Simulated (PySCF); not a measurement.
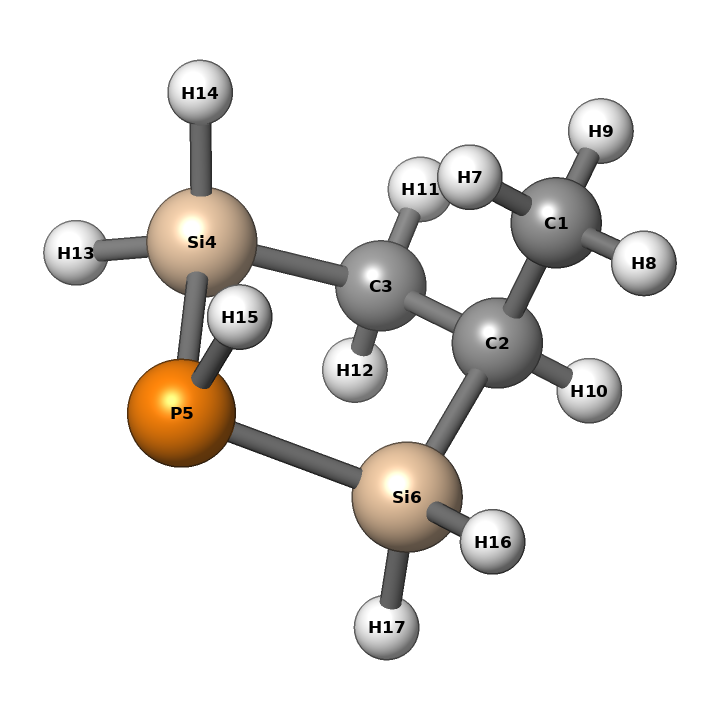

The computed structure is the end point of a PBE0-D3(BJ)/def2-SVP optimisation. No frequency run is at hand to confirm it as a minimum. Level of theory: B3LYP/6-31G* indirect spin-spin coupling, non-relativistic, gas phase (PySCF 2.14.0). Isotopes: 13C, 1H, 31P, 29Si.

Give the spin–spin coupling constants of these pairs, with the number of bonds between them: Si4/P5, P5/H15, Si4/H11, P5/H16, P5/H17, Si4/H10, Si4/H17, Si4/H16, Si6/H13.

```csv
pair,bonds apart,J (Hz)
"Si4, P5",1,32.8
"P5, H15",1,144.5
"Si4, H11",2,3.2
"P5, H16",2,8.2
"P5, H17",2,38.0
"Si4, H10",3,−15.7
"Si4, H17",3,0.9
"Si4, H16",3,−5.5
"Si6, H13",3,−1.8
```
